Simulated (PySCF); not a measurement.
C$_{4}$H$_{8}$F$_{2}$Si

```yaml
atoms:
  - { symbol: F, position_ang: [2.6141, 0.7714, -0.2556] }
  - { symbol: C, position_ang: [1.7900, -0.3030, -0.1057] }
  - { symbol: F, position_ang: [2.5207, -1.2271, 0.5788] }
  - { symbol: C, position_ang: [0.5322, 0.0764, 0.6236] }
  - { symbol: C, position_ang: [-0.5977, -0.9703, 0.5317] }
  - { symbol: C, position_ang: [-1.7580, -0.0709, 0.0524] }
  - { symbol: Si, position_ang: [-0.5744, 1.4109, -0.2086] }
  - { symbol: H, position_ang: [1.6094, -0.7157, -1.1101] }
  - { symbol: H, position_ang: [0.8058, 0.2949, 1.6567] }
  - { symbol: H, position_ang: [-0.3577, -1.7392, -0.2024] }
  - { symbol: H, position_ang: [-0.7967, -1.4662, 1.4800] }
  - { symbol: H, position_ang: [-2.5055, 0.0801, 0.8282] }
  - { symbol: H, position_ang: [-2.2781, -0.4619, -0.8186] }
  - { symbol: H, position_ang: [-0.2162, 1.7083, -1.5936] }
  - { symbol: H, position_ang: [-0.7924, 2.6203, 0.5789] }
```

Geometry: GFN2-xTB.

The calculation used CAM-B3LYP/def2-SVPD, SCF density, gas phase (PySCF).

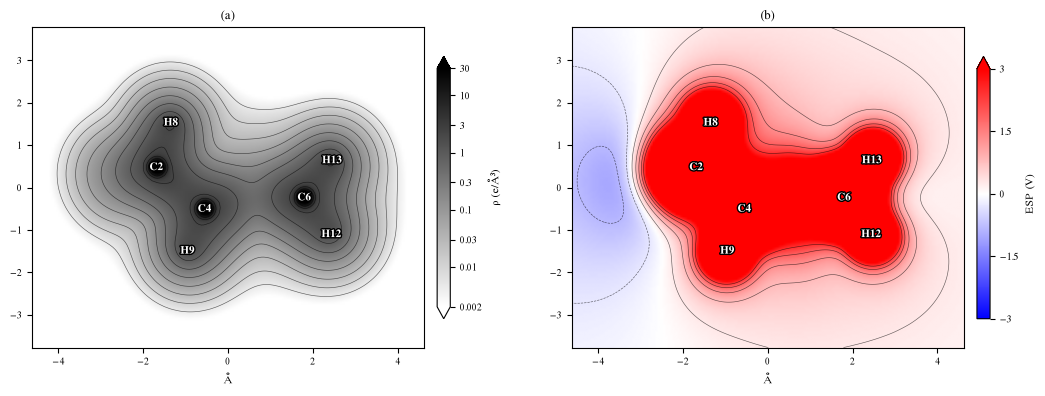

Figure 1. (a) total electron density; (b) electrostatic potential on the plane of atoms C4, C2 and H8.

Question: Read the bonding off the picture.

Answer: The section cuts through C and H sites.
C–C (1.50 Å): the density is about 1.8 e/Å³ at the midpoint.
C–H (1.09 Å): the density is about 1.9 e/Å³ at the midpoint.
Outside the dense part of the molecule the potential is most negative (−1.0 V) near F3, which lies off the plane.

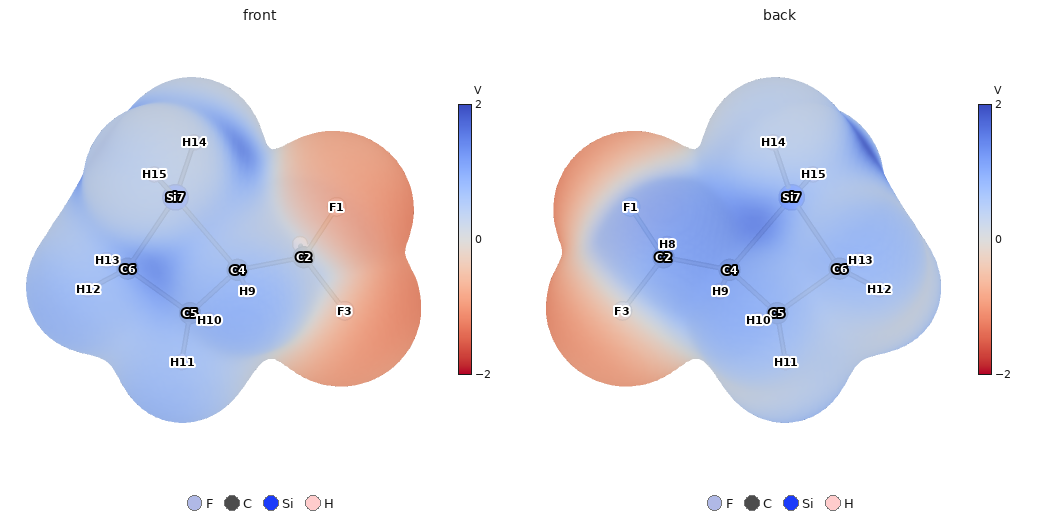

Figure 2. The molecular electrostatic potential painted on the density surface at 0.002 e/bohr³, seen from the front and from behind; red is negative and blue positive.

Question: Describe the electrostatic potential map.

Answer: The most negative region (about −1.1 V) lies over F1 and F3, the most positive (about +1.6 V) over Si7.
